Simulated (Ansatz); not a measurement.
```xyz
21

Si   -0.4536   -1.1757    2.2785
Cl    2.3415    0.2657    2.2949
Cl   -2.4347   -1.7021    2.0823
H     0.8020    0.6032    1.7699
N    -0.2750    0.3550    1.3579
Si   -0.0337    0.2765   -0.4600
Si   -0.1890    2.4845   -1.2213
Si   -1.7039   -1.0200   -1.4714
Si    2.0897   -0.6060   -0.9228
H    -0.2039   -0.9250    3.7039
H     0.3620   -2.2009    1.6137
H    -0.9623    1.0509    1.6374
H     0.0148    2.4809   -2.6929
H     0.8429    3.3280   -0.5652
H    -1.5377    3.0367   -0.9140
H    -1.4902   -0.8711   -2.9363
H    -3.0590   -0.5199   -1.1223
H    -1.5849   -2.4539   -1.1033
H     1.9611   -0.9382   -2.3754
H     2.3477   -1.8644   -0.1864
H     3.1664    0.3958   -0.7673
```

A transition-state structure; geometry: PBE0-D4/def2-TZVP.

All numbers below come from Ansatz, RKS PBE0-D4/def2-TZVPP.

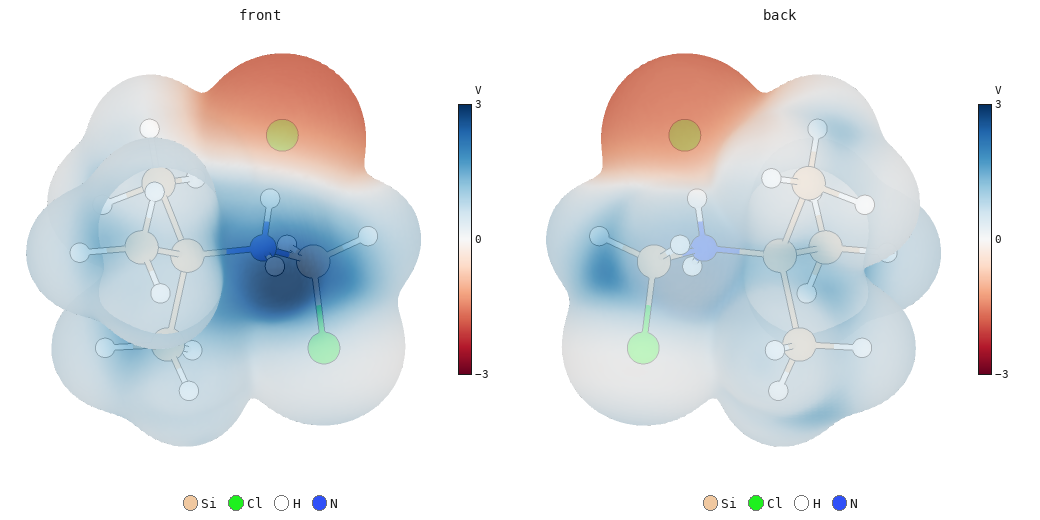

ClH₁₃NSi₅···Cl. The electrostatic potential painted on the density surface at 0.002 e/bohr³, seen from the front and from behind; red is negative and blue positive.

Where is the surface potential most negative and most positive?

The most negative region (about −1.6 V) lies over Cl2, the most positive (about +2.9 V) over H12.
